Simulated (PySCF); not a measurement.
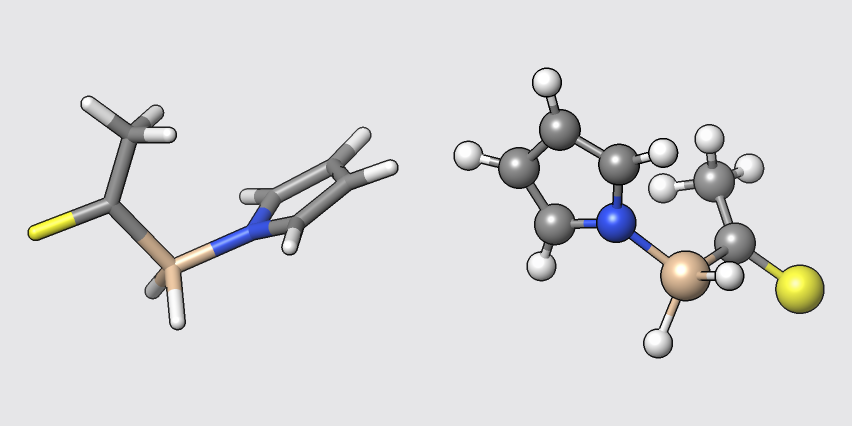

Two views of one molecule. Colours: carbon grey, sulfur yellow, silicon light orange, nitrogen blue, hydrogen white.

The computed structure is the end point of a PBE0-D3(BJ)/def2-SVP optimisation. No frequency run is at hand to confirm it as a minimum.

What is the molecular formula?

Answer. C6H9NSSi, 18 atoms: 6 carbon, 9 hydrogen, 1 nitrogen, 1 sulfur and 1 silicon.

Name functional groups in it.

Answer. Among them: Si–H bond, Si–N bond.

More results for the same structure follow; atom numbers are the same in all pictures, views and colours differ.

Excitation

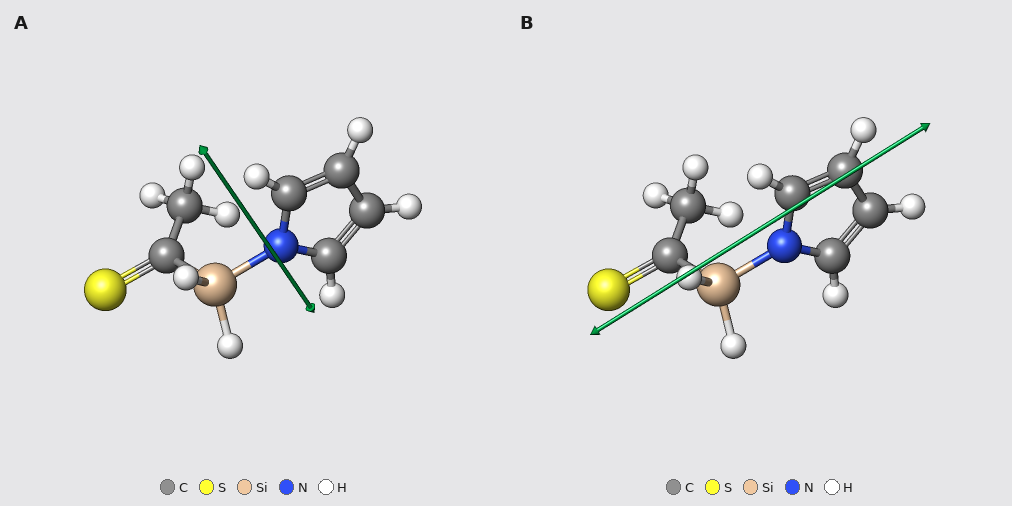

The double arrows show the directions of two transition dipoles from the ground state (lengths mean nothing). No frequency run is at hand to confirm it as a minimum. Properties computed with TDDFT PBE0/def2-SVPD, vertical, gas phase, core orbitals frozen in the response (PySCF 2.14.0).

One belongs to singlet state 7 and one to singlet state 9. Which is which?

Answer. A: state 9, 6.06 eV (205 nm), oscillator strength 0.063, mainly HOMO → LUMO+2 (weight 0.88).
B: state 7, 5.87 eV (211 nm), oscillator strength 0.13, mainly HOMO−1 → LUMO+1 (weight 0.71).

Charges

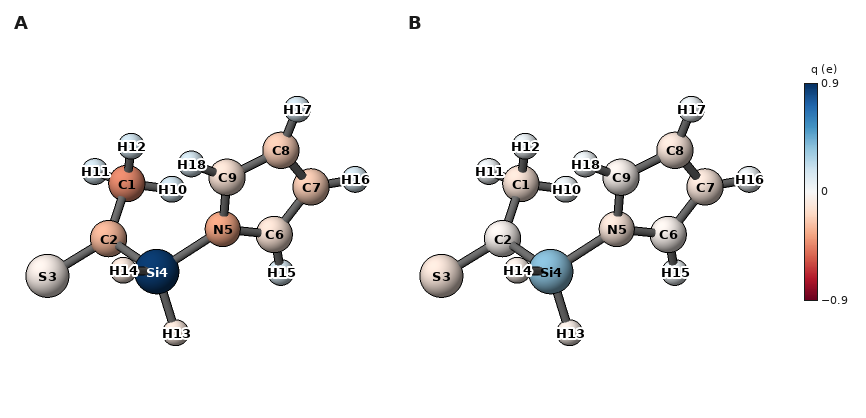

Atomic charges of one calculation by 2 schemes, on one colour scale. No frequency run is at hand to confirm it as a minimum. Computed with PBE0/pcSseg-1 in benzene (IEF-PCM) (PySCF 2.14.0).

The schemes are Hirshfeld, IAO. Which panel shows which?

Answer. A IAO, B Hirshfeld.

List the charges (e), one line for each set of equivalent atoms. Atoms whose distances differ by more than 0.02 Å in this geometry are listed apart.

```
atom    IAO  Hirshfeld
  C1  −0.42      −0.12
  C2  −0.29      −0.03
  S3  −0.05      −0.10
 Si4   0.86       0.37
  N5  −0.35      −0.11
  C6  −0.12      −0.04
  C7  −0.22      −0.10
  C8  −0.22      −0.10
  C9  −0.12      −0.04
 H10   0.17       0.06
 H11   0.16       0.05
 H12   0.18       0.06
 H13  −0.10      −0.06
 H14  −0.10      −0.06
 H15   0.16       0.06
 H16   0.16       0.05
 H17   0.16       0.05
 H18   0.16       0.06
```

Quadrupole coupling

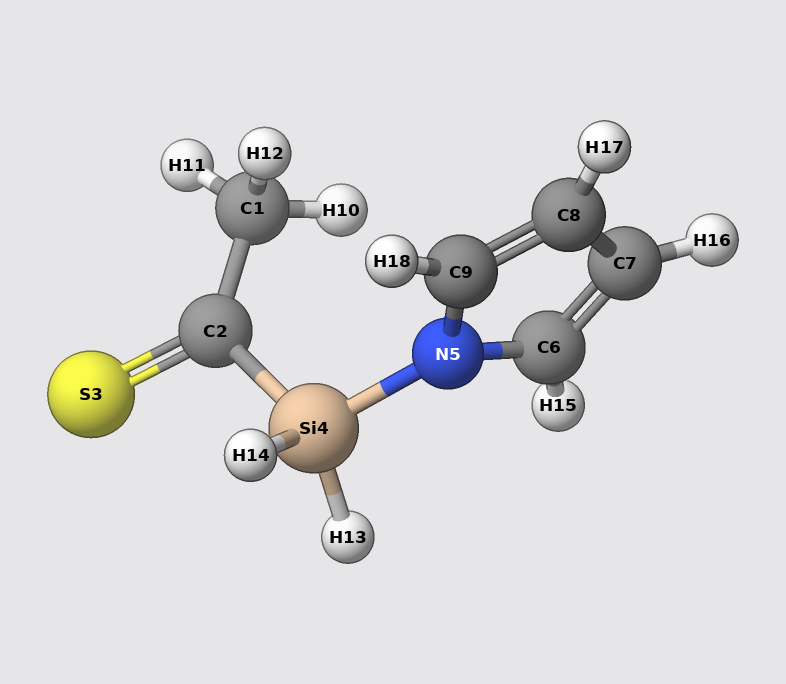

No frequency run is at hand to confirm it as a minimum. Electric field gradients from the ground-state density, PBE0/pcSseg-1 (PySCF 2.14.0), non-relativistic apart from any core potentials.

Give the largest field-gradient component, the quadrupole coupling constant and the asymmetry for 33S at S3 (Q = −67.81 mb), 14N at N5 (Q = 20.44 mb), 2H at H10 (Q = 2.86 mb), 2H at H11 (Q = 2.86 mb).

| atom | V_zz (a.u.) | e²qQ/h (MHz) | η |
| --- | --- | --- | --- |
| S3 | −2.864 | 45.6 | 0.34 |
| N5 | −0.408 | −1.96 | 0.82 |
| H10 | 0.283 | 0.190 | 0.05 |
| H11 | 0.290 | 0.195 | 0.03 |
